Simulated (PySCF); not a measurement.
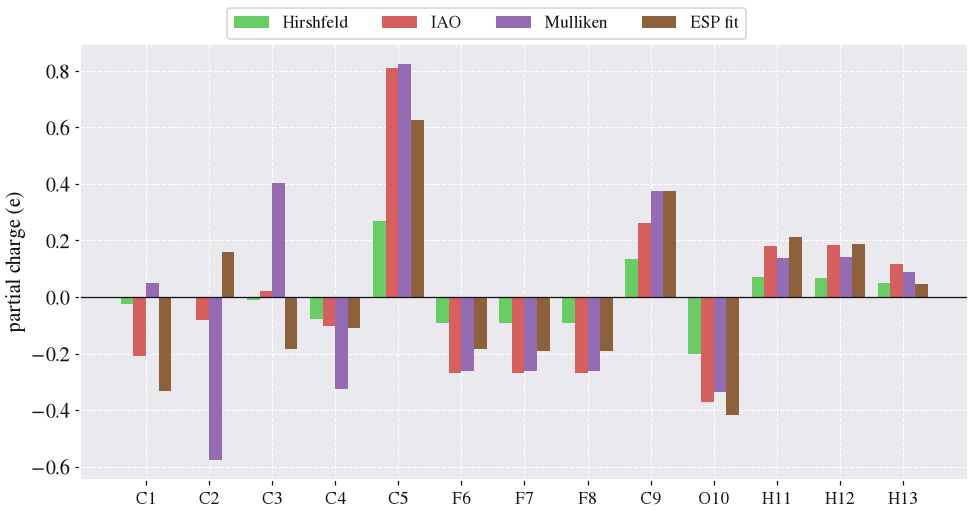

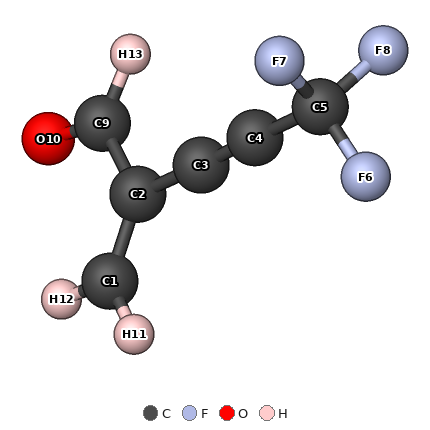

Atomic charges of C₆H₃F₃O, SMILES C=C(C#CC(F)(F)F)C=O by 4 schemes, PBE0/pcSseg-1, PySCF 2.14.0, at a GFN2-xTB geometry (no frequency check).

**Which scheme gives the smallest charges overall?**

Hirshfeld: mean absolute charge Hirshfeld 0.09, IAO 0.24, ESP fit 0.25, Mulliken 0.31 e.

**On which atom do the schemes disagree most?**

On C2: Hirshfeld 0.00, IAO −0.08, Mulliken −0.58, ESP fit 0.16 e.

Note: the tight-binding geometry is rougher than a DFT one and adds to the error; one conformer of a flexible molecule.
